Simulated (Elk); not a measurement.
# Spin spirals in Ni2H by the generalised Bloch theorem

Wanted: E(q) for Ni2H and its minimum.

Program: Elk 11.2.3 (patched build). Level of theory: LDA (von Barth-Hedin); all-electron APW+lo, Dirac cores, scalar-relativistic bands. Results are calculated unless marked as measured.

**1. Set-up**

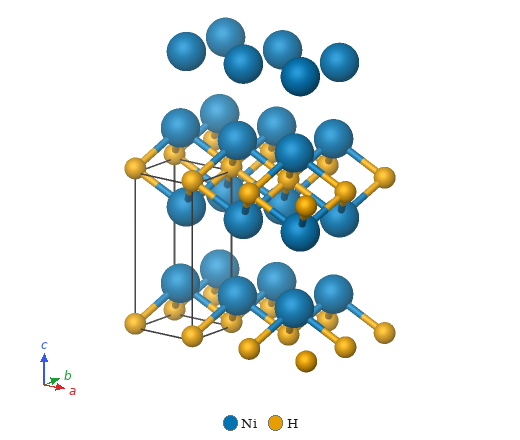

Start, viewed slightly off an axis; nickel blue, hydrogen orange. 3×2×2 cells are drawn. Bonds to atoms that aren't drawn are left out. Some periodic images of atoms are drawn too.

As a file:

```cif
data_structure
_symmetry_space_group_name_H-M 'P 1'
_symmetry_Int_Tables_number 1
_cell_length_a 2.6600
_cell_length_b 2.6600
_cell_length_c 4.3300
_cell_angle_alpha 90.000
_cell_angle_beta 90.000
_cell_angle_gamma 120.000
_cell_volume 26.53
loop_
_atom_site_label
_atom_site_type_symbol
_atom_site_fract_x
_atom_site_fract_y
_atom_site_fract_z
_atom_site_occupancy
Ni1 Ni 0.66667 0.33333 0.80300 1
Ni2 Ni 0.33333 0.66667 0.25400 1
H3 H 0.00000 0.00000 0.02700 1
```

**2. The state at q = 0**

The energies of all spirals count from this run, made with the same spinor basis and mesh so that errors cancel.

The moments start as ferro ++, in the xy plane (a flat spiral, cone angle 90°).

Moments are seeded by fields in the spheres (the last three columns under atoms), set against the wanted direction and reduced each loop.

File elk.in:

```
tasks
  0

xctype
  5

rgkmax
  7.0

nempty
  12

swidth
  0.003

reducebf
  0.5

epsengy
  1e-06

maxscl
  100

lmaxi
  2

spinsprl
  .true.

spinpol
  .true.

vqlss
  0.000000 0.000000 0.000000

sppath
  './'

avec
  5.02667347666 0.00000000000 0.00000000000
  -2.51333673824 4.35322692727 0.00000000000
  0.00000000000 0.00000000000 8.18251411963

atoms
  2
  'Ni.in'
  2
  0.6666666667 0.3333333333 0.8030000000   -0.030000 0.000000 0.000000
  0.3333333333 0.6666666667 0.2540000000   -0.030000 0.000000 0.000000
  'H.in'
  1
  0.0000000000 0.0000000000 0.0270000000   0.000000 0.000000 0.000000

ngridk
  12 12 8
```

Started as:

```sh
$ OMP_NUM_THREADS=4 elk
```

Numbers of over 12 decimals in the logs are rounded to 6 here.

Log:

```text
Warning(gndstate): core states of species 1 leak from the muffin-tin :   0.1174598031E-02

--- INFO.OUT ---
┌─────────────────────────┐
│ Elk code version 11.2.3 │
└─────────────────────────┘

All units are atomic (Hartree, Bohr, etc.)

┌─────────────────────────────────────────────────┐
│ Ground-state run starting from atomic densities │
└─────────────────────────────────────────────────┘

Lattice vectors :
   5.026673477       0.000000000       0.000000000
  -2.513336738       4.353226927       0.000000000
   0.000000000       0.000000000       8.182514120

Reciprocal lattice vectors :
   1.249968858      0.7216698569      -0.000000000
   0.000000000       1.443339714       0.000000000
   0.000000000      -0.000000000      0.7678795558

Unit cell volume      :    179.0518223
Brillouin zone volume :    1.385354308

Muffin-tin inner radius fraction :   0.1000000000E-01

Nuclei treated as point charges

Species : 1 (Ni)
 parameters loaded from : Ni.in
 name : nickel
 nuclear charge    :   -28.00000000
 electronic charge :    28.00000000
 atomic mass :    106991.5231
 muffin-tin radius :    2.136305349
 number of radial points in muffin-tin :    497
 inner part over the whole radius :   0.9973328660E-02
 number on inner part of muffin-tin    :    350
 approximate nuclear radius :   0.7325707712E-04
 number of mesh points to nuclear radius :    169
 atomic positions (lattice), magnetic fields (Cartesian) :
  1 :   0.66666667  0.33333333  0.77600000   -0.03000000  0.00000000  0.00000000
  2 :   0.33333333  0.66666667  0.22700000   -0.03000000  0.00000000  0.00000000

Species : 2 (H)
 parameters loaded from : H.in
 name : hydrogen
 nuclear charge    :   -1.000000000
 electronic charge :    1.000000000
 atomic mass :    1837.362221
 muffin-tin radius :    1.246178120
 number of radial points in muffin-tin :    197
 inner part over the whole radius :   0.9764407027E-02
 number on inner part of muffin-tin    :    129
 approximate nuclear radius :   0.2766748019E-04
 number of mesh points to nuclear radius :     40
 atomic positions (lattice), magnetic fields (Cartesian) :
  1 :   0.00000000  0.00000000  0.00000000    0.00000000  0.00000000  0.00000000

Total number of atoms per unit cell :    3
Total muffin-tin volume :    89.78507475
 ratio of muffin-tin to unit cell volume :   0.5014474223

Spin treatment :
 spin-polarised
 global magnetic field (Cartesian) :    0.000000000       0.000000000       0.000000000
 non-collinear magnetisation
 spin-spiral state assumed
  q-vector (lattice)   :    0.000000000       0.000000000       0.000000000
  q-vector (Cartesian) :    0.000000000       0.000000000       0.000000000
  q-vector length      :    0.000000000

Number of Bravais lattice symmetries :   24
Number of crystal symmetries         :    6
Crystal has no inversion symmetry
Complex Hermitian eigensolver will be used

k-point grid :     12    12     8
k-point offset :    0.000000000       0.000000000       0.000000000
k-point set is reduced with full crystal symmetry group
Total number of k-points :      248

Muffin-tin radius times maximum |G+k| :    7.000000000
 using average radius
Maximum |G+k| for APW functions       :    3.805182747
Maximum (1/2)|G+k|²                   :    7.239707870
Maximum |G| for potential and density :    12.00000000
Constant for pseudocharge density :    6
 order of it for each species :   13  11
 order of it for pair densities of each species (exact exchange by exxq0 0: 13) :   13   4
Radial integration step length :    1

G-vector grid sizes :     20    20    32
Number of G-vectors :     5275

Maximum angular momentum used for
 APW functions            :    8
 outer part of muffin-tin :    6
 inner part of muffin-tin :    2

Total nuclear charge    :   -57.00000000
Total core charge       :    24.00000000
Total valence charge    :    33.00000000
Total excess charge     :    0.000000000
Total electronic charge :    57.00000000

Effective Wigner radius, rₛ :   0.9085282310

Number of empty states         :     36
Total number of valence states :    106
Total number of core states    :     24

Third-order local-orbitals added for an l without core states : T
Total number of local-orbitals :     52

Exchange-correlation functional :      5     0     0
 von Barth-Hedin, J. Phys. C 5, 1629 (1972)
 gradient requirement :    0
 local density approximation (LDA)

Smearing type :    3
 Fermi-Dirac
Smearing width :   0.3000000000E-02
Effective electronic temperature (K) :    947.3250744

Mixing type :    3
 Broyden mixing, J. Phys. A: Math. Gen. 17, L317 (1984)

Kohn-Sham potential initialised from atomic data

┌──────────────────────────────┐
│ Self-consistent loop started │
└──────────────────────────────┘

┌─────────────────┐
│ Loop number : 1 │
└─────────────────┘

Energies :
 Fermi                       :     0.158850
 sum of occupied eigenvalues :     -1751.7723545436
 electron kinetic            :      3083.5359118652
 core electron kinetic       :      2765.0915703277
 Coulomb                     :     -5998.5741364172
 Coulomb potential           :     -4666.3154509320
 nuclear-nuclear             :     -505.47744260498
 electron-nuclear            :     -6336.5370998626
 Hartree                     :      843.44040605040
 Madelung                    :     -3665.4164109511
 xc potential                :     -168.86019230373
 xc effective B-field        :    -0.51593948932843E-01
 external B-field            :      0.000000
 exchange                    :     -117.63989079963
 correlation                 :     -5.942192
 electron entropic           :    -0.35162740866567E-02
 total energy                :     -3038.6238236124
 (external B-field energy excluded from total)

Density of states at Fermi energy :    125.7137696
 (states/Hartree/unit cell)

Estimated indirect band gap :   0.1243159649E-04
 from k-point 1 to k-point 89
Estimated direct band gap   :   0.1439674651E-02
 at k-point 38

Charges :
 core                        :    24.00000000
 valence                     :    33.00000000
 interstitial                :    2.960620287
 muffin-tins (core leakage)
  species : 1 (Ni)
   atom 1                    :    26.65395289     (  0.1175382755E-02)
   atom 2                    :    26.64174751     (  0.1174907489E-02)
  species : 2 (H)
   atom 1                    :   0.7436793116     (   0.000000000    )
 total in muffin-tins        :    54.03937971
 total calculated charge     :    56.99710555
 total charge                :    57.00000000
 error                       :   0.2894450721E-02

Moments :
 interstitial                :  -0.1913062888     -0.4689762154E-07 -0.6984806659E-08
 muffin-tins
  species : 1 (Ni)
   atom 1                    :    1.051686322     -0.6365647774E-07 -0.7786345368E-08
   atom 2                    :    1.062779920     -0.1173829351E-06  0.5201030469E-08
  species : 2 (H)
   atom 1                    :  -0.1568283694E-01  0.8146677779E-07  0.2173996069E-08
 total in muffin-tins        :    2.098783406     -0.9957263504E-07 -0.4113188307E-09
 total moment                :    1.907477117     -0.1464702566E-06 -0.7396125490E-08

┌─────────────────┐
│ Loop number : 2 │
└─────────────────┘

Energies :
 Fermi                       :     0.159537
 sum of occupied eigenvalues :     -1751.7191770202
 electron kinetic            :      3082.0590528095
 core electron kinetic       :      2764.5250976488
 Coulomb                     :     -5998.5743826283
 Coulomb potential           :     -4666.3246769463
 nuclear-nuclear             :     -505.47744260498
 electron-nuclear            :     -6336.5289060217
 Hartree                     :      843.43196599843
 Madelung                    :     -3665.4120441551
 xc potential                :     -167.34738141871
 xc effective B-field        :    -0.51344493473417E-01
 external B-field            :      0.000000
 exchange                    :     -117.63939522624
 correlation                 :     -5.942194
 electron entropic           :    -0.35158948923445E-02
 total energy                :     -3040.1004353127
 (external B-field energy excluded from total)

Density of states at Fermi energy :    125.7018148
 (states/Hartree/unit cell)

Estimated indirect band gap :   0.3800153810E-04
 from k-point 209 to k-point 6
Estimated direct band gap   :   0.1433681042E-02
 at k-point 224

Charges :
 core                        :    24.00000000
 valence                     :    33.00000000
 interstitial                :    2.961292187
 muffin-tins (core leakage)
  species : 1 (Ni)
   atom 1                    :    26.65296359     (  0.1175380641E-02)
   atom 2                    :    26.64303970     (  0.1174853916E-02)
  species : 2 (H)
   atom 1                    :   0.7427045252     (   0.000000000    )
 total in muffin-tins        :    54.03870781
 total calculated charge     :    56.99710599
 total charge                :    57.00000000
 error                       :   0.2894014358E-02

Moments :
 interstitial                :  -0.1906863834     -0.2741102379E-07 -0.1385344257E-07
 muffin-tins
  species : 1 (Ni)
   atom 1                    :    1.050405600     -0.2804860167E-07  0.8723002378E-08
   atom 2                    :    1.059585641     -0.1289175190E-06 -0.1428217972E-07
  species : 2 (H)
   atom 1                    :  -0.1558483220E-01  0.8342131785E-07  0.1130775153E-08
 total in muffin-tins        :    2.094406408     -0.7354480284E-07 -0.4428402185E-08
 total moment                :    1.903720025     -0.1009558266E-06 -0.1828184475E-07

RMS change in Kohn-Sham potential (target) :   0.2905268110     (  0.1000000000E-05)
Absolute change in total energy (target)   :    1.476611700     (  0.1000000000E-05)

[... loops 3 to 21 left out ...]

┌──────────────────┐
│ Loop number : 22 │
└──────────────────┘

Energies :
 Fermi                       :     0.223711
 sum of occupied eigenvalues :     -1745.9290015101
 electron kinetic            :      3083.9396188463
 core electron kinetic       :      2765.6043357522
 Coulomb                     :     -5998.7276647534
 Coulomb potential           :     -4666.6468873412
 nuclear-nuclear             :     -505.47744260498
 electron-nuclear            :     -6336.5847334333
 Hartree                     :      843.33451128489
 Madelung                    :     -3665.4042210828
 xc potential                :     -163.22019539180
 xc effective B-field        :    -0.15381853589235E-02
 external B-field            :      0.000000
 exchange                    :     -117.60659725577
 correlation                 :     -5.946166
 electron entropic           :    -0.34384937761097E-02
 total energy                :     -3038.3442481237
 (external B-field energy excluded from total)

Density of states at Fermi energy :    113.6945073
 (states/Hartree/unit cell)

Estimated indirect band gap :   0.1137339407E-03
 from k-point 223 to k-point 166
Estimated direct band gap   :   0.5520171072E-03
 at k-point 39

Charges :
 core                        :    24.00000000
 valence                     :    33.00000000
 interstitial                :    2.964511102
 muffin-tins (core leakage)
  species : 1 (Ni)
   atom 1                    :    26.67859980     (  0.1174598003E-02)
   atom 2                    :    26.67580199     (  0.1174239242E-02)
  species : 2 (H)
   atom 1                    :   0.6810871037     (   0.000000000    )
 total in muffin-tins        :    54.03548890
 total calculated charge     :    56.99710767
 total charge                :    57.00000000
 error                       :   0.2892326358E-02

Moments :
 interstitial                :  -0.1640703956E-01 -0.1423120026E-05 -0.2511347027E-07
 muffin-tins
  species : 1 (Ni)
   atom 1                    :   0.1913776339      0.3728224167E-04 -0.4150242735E-06
   atom 2                    :   0.1977097317      0.2684352407E-04  0.3067745933E-06
  species : 2 (H)
   atom 1                    :  -0.2191446924E-02 -0.2777098627E-06  0.2262818829E-08
 total in muffin-tins        :   0.3868959186      0.6384805588E-04 -0.1059868614E-06
 total moment                :   0.3704888791      0.6242493585E-04 -0.1311003317E-06

RMS change in Kohn-Sham potential (target) :   0.6140291421E-06 (  0.1000000000E-05)
Absolute change in total energy (target)   :   0.7844614629E-06 (  0.1000000000E-05)

Convergence targets achieved

┌──────────────────┐
│ Loop number : 23 │
└──────────────────┘

Energies :
 Fermi                       :     0.223711
 sum of occupied eigenvalues :     -1745.9289963670
 electron kinetic            :      3083.9396201362
 core electron kinetic       :      2765.6043369598
 Coulomb                     :     -5998.7276641368
 Coulomb potential           :     -4666.6468816100
 nuclear-nuclear             :     -505.47744260498
 electron-nuclear            :     -6336.5847384409
 Hartree                     :      843.33451690917
 Madelung                    :     -3665.4042233317
 xc potential                :     -163.22019795385
 xc effective B-field        :    -0.15373539935637E-02
 external B-field            :      0.000000
 exchange                    :     -117.60659705083
 correlation                 :     -5.946167
 electron entropic           :    -0.34385702416561E-02
 total energy                :     -3038.3442461741
 (external B-field energy excluded from total)

Density of states at Fermi energy :    113.6952854
 (states/Hartree/unit cell)

Estimated indirect band gap :   0.1135742588E-03
 from k-point 39 to k-point 166
Estimated direct band gap   :   0.5517307844E-03
 at k-point 39

Charges :
 core                        :    24.00000000
 valence                     :    33.00000000
 interstitial                :    2.964510541
 muffin-tins (core leakage)
  species : 1 (Ni)
   atom 1                    :    26.67860026     (  0.1174598031E-02)
   atom 2                    :    26.67580216     (  0.1174239433E-02)
  species : 2 (H)
   atom 1                    :   0.6810870392     (   0.000000000    )
 total in muffin-tins        :    54.03548946
 total calculated charge     :    56.99710767
 total charge                :    57.00000000
 error                       :   0.2892327278E-02

Moments :
 interstitial                :  -0.1640146803E-01 -0.1615769896E-05 -0.2510475047E-07
 muffin-tins
  species : 1 (Ni)
   atom 1                    :   0.1913500354      0.3941408670E-04 -0.4251519805E-06
   atom 2                    :   0.1976341445      0.2926078315E-04  0.3172303482E-06
  species : 2 (H)
   atom 1                    :  -0.2190770242E-02 -0.3033158416E-06  0.2261162209E-08
 total in muffin-tins        :   0.3867934096      0.6837155401E-04 -0.1056604702E-06
 total moment                :   0.3703919416      0.6675578411E-04 -0.1307652206E-06

┌──────────────────────────────┐
│ Self-consistent loop stopped │
└──────────────────────────────┘

Warning : core states of species 1 leak from the muffin-tin :   0.1174598031E-02

Wrote STATE.OUT
```

It took 6.6 min on 4 threads of Arm Neoverse V2, shared host; peak memory 0.35 GiB; 25 min of CPU time.

Spin moment in the muffin-tin sphere by atom:

```csv
atom,x (μB),y (μB),z (μB),size
Ni1,0.191,0.000,0.000,0.191
Ni2,0.198,0.000,0.000,0.198
H3,-0.002,0.000,0.000,0.002
```

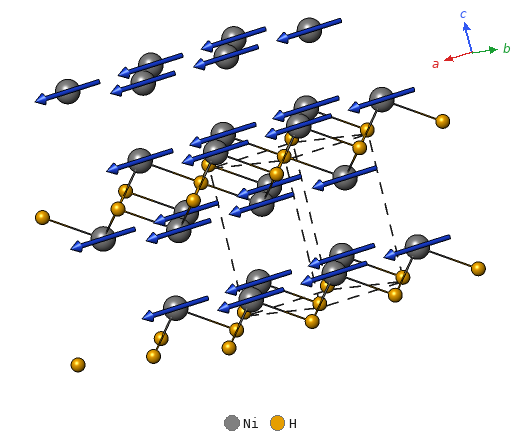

Spin moment in the muffin-tin sphere as arrows, the longest 0.198 μB. Bonds to atoms that aren't drawn are left out. 3×2×2 cells are drawn. Some periodic images of atoms are drawn too.

This step gave:

| Quantity | Value |
| --- | --- |
| density of states at the Fermi level | 4.178 states/eV/cell |
| moment between the spheres | -0.01640, 0, 0 μB |
| magnetization | 0.3704, 0, 0 μB |
| final state | ferromagnetic |

After 23 cycles the largest moment stands at 0.198 μB.

[end of part 1 of 2]

[Logs and program files are shortened in this print: banners, set-up blocks, solver, clock and traceback lines can be left out without a mark of their own.]

[Logs are printed without paths, hosts, clocks, repeated set-up lines and the standing remarks that a program may print on its own settings, such as how far it seeks lower states.]

[Hosts, paths, dates, database ids (printed as entryN), source tags and the programs' standing remarks are cut or masked in the printed files.]

[Where a cell is said to come from a database of computed structures, the database is the Materials Project.]
